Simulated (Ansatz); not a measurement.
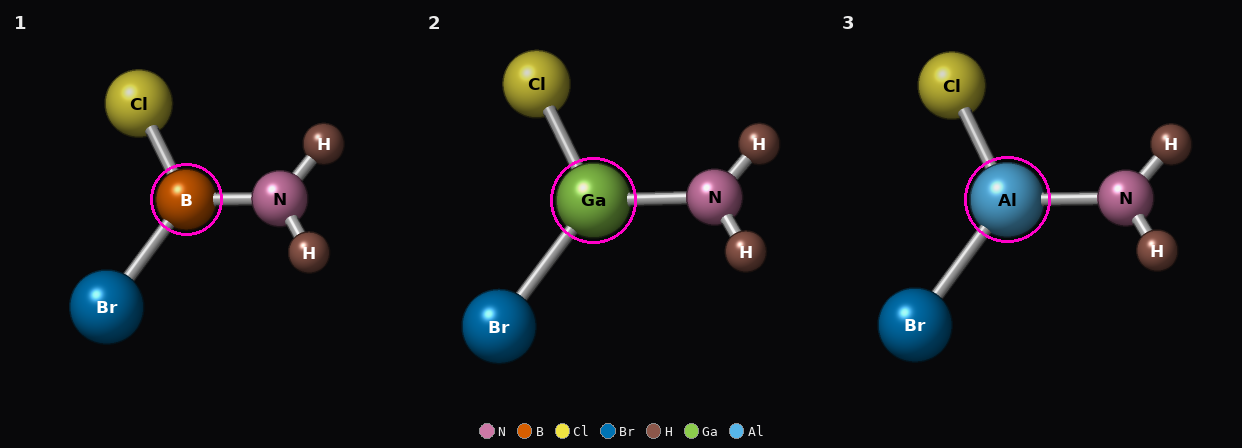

3 molecules with one skeleton, seen from the same side and at one scale; the atom that differs is circled. Charge 0, singlet. Computed geometries: PBE0-D4/def2-TZVP optimisations, one conformation each. Properties computed with Ansatz 0.2.0.

One atom differs, called X below: B in panel 1, Ga in panel 2, Al in panel 3. Their formulas are BBrClH2N (`NB(Cl)Br`), BrClGaH2N (`[NH2][Ga]([Cl])[Br]`), AlBrClH2N (`[NH2][Al]([Cl])[Br]`).

Rank them by the length of X–Br, lowest first (PBE0-D4/def2-TZVP).

Answer. 1 (B), 3 (Al), 2 (Ga).

Rank them by the dipole moment, lowest first (PBE0-D4/def2-TZVP).

Answer. 3 (Al), 2 (Ga), 1 (B).

Give the values. With PBE0-D4/def2-TZVP: length of X–Br (Å), length of X–Cl (Å), length of X–N (Å), angle N–X–Br (°), dipole moment (D), harmonic zero-point energy (kJ/mol). With PBE0-D4/def2-SVP: HOMO energy (Kohn–Sham orbital) (eV), HOMO–LUMO gap (eV).

```tsv
quantity	1 (B)	2 (Ga)	3 (Al)
length of X–Br (Å)	1.926	2.268	2.240
length of X–Cl (Å)	1.757	2.127	2.083
length of X–N (Å)	1.382	1.792	1.747
angle N–X–Br (°)	119.8	120.9	120.0
HOMO energy (Kohn–Sham orbital) (eV)	−8.10	−7.83	−7.83
HOMO–LUMO gap (eV)	8.48	6.93	7.38
dipole moment (D)	2.83	2.53	2.30
harmonic zero-point energy (kJ/mol)	88.2	71.8	75.5
```
